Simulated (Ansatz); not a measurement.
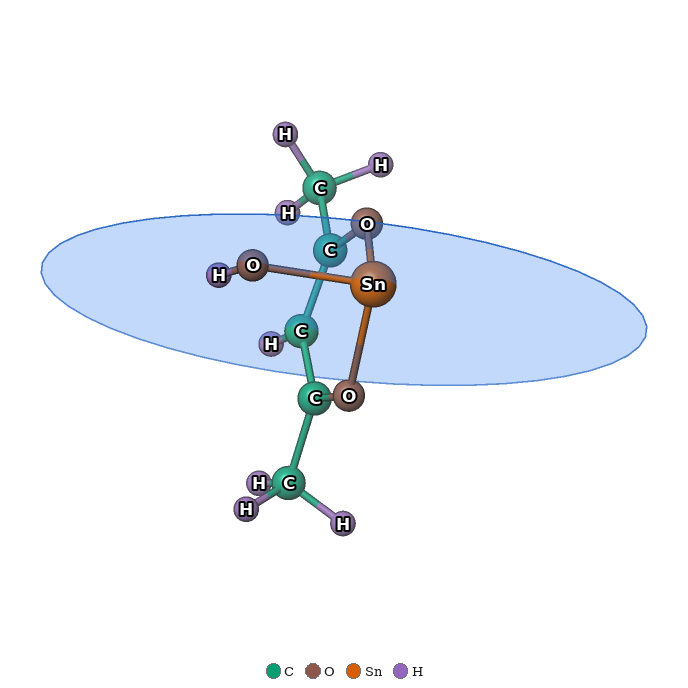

All proper rotation axes (lines) and mirror planes (discs) of the structure are drawn in. Depth is shown by fading: the farther an atom, the more it takes the colour of the background. Computed geometry: PBE-D4/def2-SVP optimisation. No frequency run is at hand to confirm it as a minimum.

### Name the symmetry elements and the point group.

It has 1 mirror plane. Point group Cs. The group has 2 operations. The geometry is achiral, and symmetry allows a dipole moment.
